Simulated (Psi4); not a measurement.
# BP86/pcseg-0 run of CH3FGeO (SMILES C[O][Ge][F])

What is the energy change on altering one bond length of CH3FGeO at BP86/pcseg-0? 

The calculation is run with Psi4 1.11.

### Step 1. The molecule

CH3FGeO: 7 atoms, total charge 0, spin state singlet. As SMILES, `C[O][Ge][F]`. The coordinates come from a PBE0-D4/def2-TZVP relaxation. This is one conformer, not always the lowest.

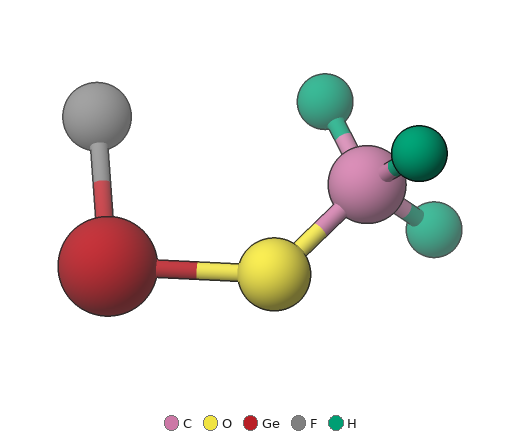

Viewed from a chosen angle; carbon pink, oxygen yellow, germanium red, fluorine grey, hydrogen teal.

### Step 2. The energy at BP86/pcseg-0

ch3fgeo.py

```python
import psi4

psi4.set_memory(1600000000)
psi4.set_num_threads(1)
psi4.core.set_output_file('psi4.out', False)

m = psi4.geometry("""
0 1
C     -0.504800     0.491500     0.394900
O      0.412400     0.624200    -0.671900
Ge     1.441700    -0.610700    -1.398400
F      0.967400    -1.990600    -0.400200
H     -0.548500    -0.532200     0.773800
H     -0.208000     1.161100     1.206600
H     -1.498700     0.788500     0.049700
symmetry c1
""")

psi4.set_options({
    'puream': True,
    'scf_type': 'pk',
    'dft_radial_points': 99,
    'dft_spherical_points': 590,
})

E = psi4.energy('bp86/pcseg-0')
print(f'bp86/pcseg-0 energy: {E:.10f} Eh')
for k, v in sorted(psi4.core.scalar_variables().items()):
    print(f'{k:45s} {v:18.10f}')
```

On the command line:

```console
$ python ch3fgeo.py
```

psi4.out:

```text
[...]
  Running in c1 symmetry.
[...]
  Nuclear repulsion =  275.689803420918736
[...]
  Multiplicity = 1
[...]
  Nalpha       = 29
  Nbeta        = 29
[...]
    Number of basis functions: 55
[...]
   @RKS iter   1: -2288.64574134290979   -3.19290e+00   2.04565e-02 DIIS/ADIIS
[...]
   @RKS iter   9: -2289.16278640154314   -7.06464e-07   4.97895e-07 DIIS
[...]
    Orbital Energies [Eh]
    ---------------------
    Doubly Occupied:
       1A   -396.930346     2A    -48.639770     3A    -43.782655
       4A    -43.781833     5A    -43.780452     6A    -24.238641
       7A    -18.793616     8A     -9.955595     9A     -5.878353
      10A     -4.206279    11A     -4.203262    12A     -4.198724
      13A     -1.115768    14A     -1.105586    15A     -1.098704
      16A     -1.095317    17A     -1.093079    18A     -1.014180
      19A     -0.926644    20A     -0.629019    21A     -0.485609
      22A     -0.412684    23A     -0.408790    24A     -0.398520
      25A     -0.325758    26A     -0.315233    27A     -0.264933
      28A     -0.255683    29A     -0.248447
[...]
  @RKS Final Energy: -2289.16278640154314
   => Energetics <=
    Nuclear Repulsion Energy =            275.6898034209187358
    One-Electron Energy =               -3736.6945837776129338
    Two-Electron Energy =                1276.6560140072970171
    DFT Exchange-Correlation Energy =    -104.8140200521459775
    Empirical Dispersion Energy =           0.0000000000000000
    VV10 Nonlocal Energy =                  0.0000000000000000
    Total Energy =                      -2289.1627864015431442
[...]
 Multipole Moments:
 ------------------------------------------------------------------------------------
     Multipole            Electronic (a.u.)      Nuclear  (a.u.)        Total (a.u.)
 ------------------------------------------------------------------------------------
 L = 1.  Multiply by 2.5417464519 to convert [e a0] to [Debye]
 Dipole X            :          8.8827381           -9.0828499           -0.2001118
 Dipole Y            :         -4.7532415            4.9614130            0.2081715
 Dipole Z            :         -8.2782943            8.4307046            0.1524103
 Magnitude           :                                                    0.3265104
[...]
```

The script printed:

```text
bp86/pcseg-0 energy: -2289.1627864015 Eh
CURRENT ENERGY                                  -2289.1627864015
CURRENT REFERENCE ENERGY                        -2289.1627864015
DD SOLVATION ENERGY                                 0.0000000000
DFT FUNCTIONAL TOTAL ENERGY                     -2289.1627864015
DFT TOTAL ENERGY                                -2289.1627864015
DFT VV10 ENERGY                                     0.0000000000
DFT XC ENERGY                                    -104.8140200521
GRID ELECTRONS ALPHA                               29.0000001081
GRID ELECTRONS BETA                                29.0000001081
GRID ELECTRONS TOTAL                               58.0000002163
NUCLEAR REPULSION ENERGY                          275.6898034209
ONE-ELECTRON ENERGY                             -3736.6945837776
PCM POLARIZATION ENERGY                             0.0000000000
PE ENERGY                                           0.0000000000
SCF ITERATION ENERGY                            -2289.1627864015
SCF ITERATIONS                                      9.0000000000
SCF TOTAL ENERGY                                -2289.1627864015
TWO-ELECTRON ENERGY                              1276.6560140073
XC GRID RADIAL POINTS                              99.0000000000
XC GRID SPHERICAL POINTS                          590.0000000000
XC GRID TOTAL POINTS                           386089.0000000000
```

Wall time 6 s (1 thread of AMD EPYC 9R45 (Zen 5), shared host); peak memory 0.7 GiB.

### Step 3. The distorted shape at the same level

run.py

```python
import psi4

psi4.set_memory('1600 MB')
psi4.set_num_threads(1)
psi4.set_output_file('output.dat', False)

geom = psi4.geometry("""
C     -0.688271     0.464956     0.608296
O      0.412400     0.624200    -0.671900
Ge     1.441700    -0.610700    -1.398400
F      0.967400    -1.990600    -0.400200
H     -0.731971    -0.558744     0.987196
H     -0.391471     1.134556     1.419996
H     -1.682171     0.761956     0.263096
units angstrom
symmetry c1
""")

psi4.set_options({
    'basis': 'pcseg-0',
    'reference': 'rks',
    'puream': True,
    'scf_type': 'pk',
    'dft_radial_points': 99,
    'dft_spherical_points': 590,
})

e_tot, wfn = psi4.energy('BP86', return_wfn=True)
print(f'BP86 energy: {e_tot:.10f} Eh')
```

On the command line:

```console
$ python run.py
```

output.dat:

```text
[...]
  Running in c1 symmetry.
[...]
  Nuclear repulsion =  267.436416531268094
[...]
  Multiplicity = 1
[...]
  Nalpha       = 29
  Nbeta        = 29
[...]
    Number of basis functions: 55
[...]
   @RKS iter   1: -2288.63397415620648   -3.44631e+00   2.02553e-02 DIIS/ADIIS
[...]
   @RKS iter   9: -2289.14789361818430   -2.95222e-07   6.59973e-07 DIIS
[...]
    Orbital Energies [Eh]
    ---------------------
    Doubly Occupied:
       1A   -396.923883     2A    -48.633535     3A    -43.776395
       4A    -43.775567     5A    -43.774156     6A    -24.230677
       7A    -18.790952     8A     -9.973842     9A     -5.872340
      10A     -4.200259    11A     -4.197488    12A     -4.192586
      13A     -1.109277    14A     -1.099367    15A     -1.092890
      16A     -1.089156    17A     -1.086866    18A     -1.005712
      19A     -0.857528    20A     -0.642116    21A     -0.457572
      22A     -0.395984    23A     -0.395331    24A     -0.378865
      25A     -0.320397    26A     -0.312480    27A     -0.263982
      28A     -0.256877    29A     -0.243212
[...]
  @RKS Final Energy: -2289.14789361818430
   => Energetics <=
    Nuclear Repulsion Energy =            267.4364165312680939
    One-Electron Energy =               -3720.6946388918704542
    Two-Electron Energy =                1268.8197854744796587
    DFT Exchange-Correlation Energy =    -104.7094567320615965
    Empirical Dispersion Energy =           0.0000000000000000
    VV10 Nonlocal Energy =                  0.0000000000000000
    Total Energy =                      -2289.1478936181842982
[...]
 Multipole Moments:
 ------------------------------------------------------------------------------------
     Multipole            Electronic (a.u.)      Nuclear  (a.u.)        Total (a.u.)
 ------------------------------------------------------------------------------------
 L = 1.  Multiply by 2.5417464519 to convert [e a0] to [Debye]
 Dipole X            :          9.3847373           -9.7656513           -0.3809141
 Dipole Y            :         -4.6614186            4.8626275            0.2012089
 Dipole Z            :         -8.8689519            9.2248742            0.3559223
 Magnitude           :                                                    0.5588034
[...]
```

Standard output:

```text
BP86 energy: -2289.1478936182 Eh
```

Wall time 5.7 s (1 thread of AMD EPYC 9R45 (Zen 5), shared host); peak memory 0.68 GiB.

### Step 4. Results

At BP86/pcseg-0:

| quantity | value |
| --- | --- |
| first shape: total energy | -2289.16279 Eh |
| first shape: dipole moment | 0.83 D |
| first shape: HOMO energy | -6.76 eV |
| first shape: LUMO energy | -2.52 eV |
| first shape: HOMO–LUMO gap | 4.24 eV |
| distorted shape: total energy | -2289.14789 Eh |
| distorted shape: dipole moment | 1.42 D |
| distorted shape: HOMO energy | -6.62 eV |
| distorted shape: LUMO energy | -2.31 eV |
| distorted shape: HOMO–LUMO gap | 4.31 eV |
| energy change with the C1–O2 bond stretched from 1.413 to 1.696 Å | 0.405 eV |

**Reading.** With the C1–O2 bond stretched from 1.413 to 1.696 Å the energy rises by 0.41 eV (9.3 kcal/mol). The first shape isn't relaxed at this level, so the change isn't measured from a minimum.
